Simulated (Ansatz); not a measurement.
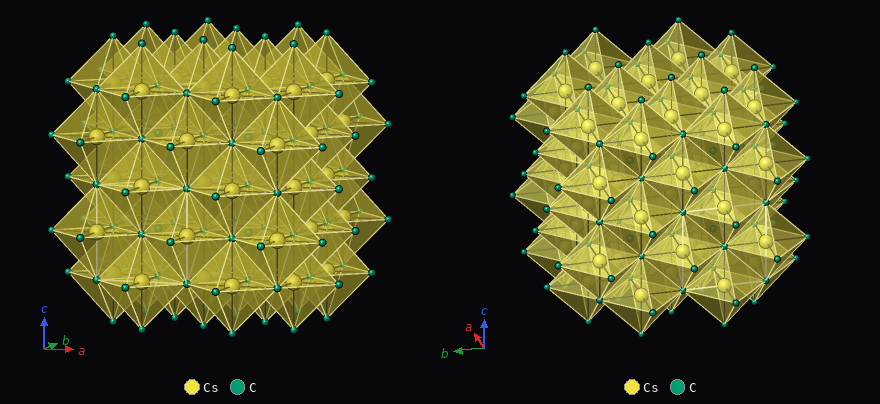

Polyhedra are drawn about Cs (bonds: C–Cs below 3.6 Å); other atoms are plain spheres. Two views of the same piece.

The compound is Cs3C5 (space group Pm-3m, No. 221), taken as the geometry relaxed with Ansatz, DFT PBE, scalar-relativistic, plane waves, PAW; the starting structure was generated, so it need not be a known form of this composition.

Sharing among the drawn polyhedra:

```json
{"site": "Cs", "polyhedron": "CsC6 octahedron", "corner-sharing neighbours": "6", "edge-sharing": "8", "face-sharing": "0", "bond (Å)": "3.17"}
```

They form a three-dimensional framework of corner- and edge-sharing octahedra.
